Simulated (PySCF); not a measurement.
Consider C4H12BFSi2.

```yaml
atoms:
  - { symbol: B, position_ang: [-1.5580, 1.5308, 1.8078] }
  - { symbol: Si, position_ang: [-1.0054, 0.7995, 0.0899] }
  - { symbol: C, position_ang: [-1.6706, -0.9283, -0.4372] }
  - { symbol: C, position_ang: [-0.4976, -1.8741, -0.2297] }
  - { symbol: F, position_ang: [-0.4385, -2.2275, 1.1131] }
  - { symbol: C, position_ang: [0.7928, -1.1534, -0.5984] }
  - { symbol: C, position_ang: [0.8259, 0.1850, 0.1420] }
  - { symbol: Si, position_ang: [2.1634, 1.3623, -0.5065] }
  - { symbol: H, position_ang: [-1.2488, 2.6192, 2.1018] }
  - { symbol: H, position_ang: [-2.1590, 0.9179, 2.6003] }
  - { symbol: H, position_ang: [-1.1584, 1.6475, -1.1187] }
  - { symbol: H, position_ang: [-1.9577, -0.9546, -1.4868] }
  - { symbol: H, position_ang: [-2.5232, -1.2819, 0.1398] }
  - { symbol: H, position_ang: [-0.6108, -2.8239, -0.7696] }
  - { symbol: H, position_ang: [0.7874, -0.9971, -1.6786] }
  - { symbol: H, position_ang: [1.6574, -1.7715, -0.3463] }
  - { symbol: H, position_ang: [1.0598, -0.0297, 1.1906] }
  - { symbol: H, position_ang: [2.1493, 2.5886, 0.2943] }
  - { symbol: H, position_ang: [3.4808, 0.7253, -0.3971] }
  - { symbol: H, position_ang: [1.9059, 1.6763, -1.9136] }
```

Geometry: GFN2-xTB.

These are results of PBE0/pcSseg-1, SCF density, gas phase, non-relativistic (PySCF), not measurements.

**What will maps of the electron density and electron localisation function show?**

C–Si (1.90 Å): ρ at the midpoint is about 0.9 e/Å³; the ELF peaks at about 0.95 between the atoms, as expected for a shared electron pair.

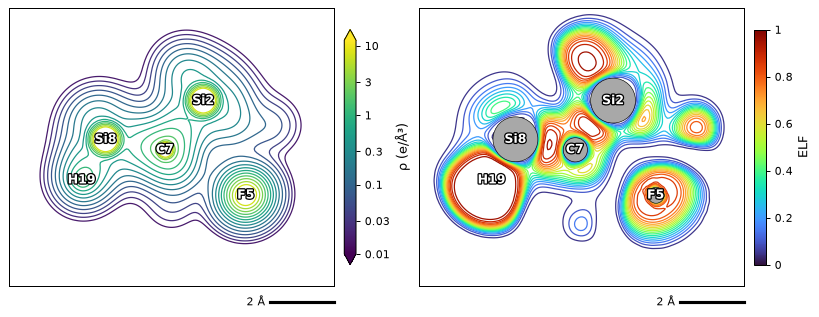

Computed electron density and electron localisation function on the plane of atoms Si2, C7 and Si8, in this order. Grey discs cover the atomic cores in the ELF map. 
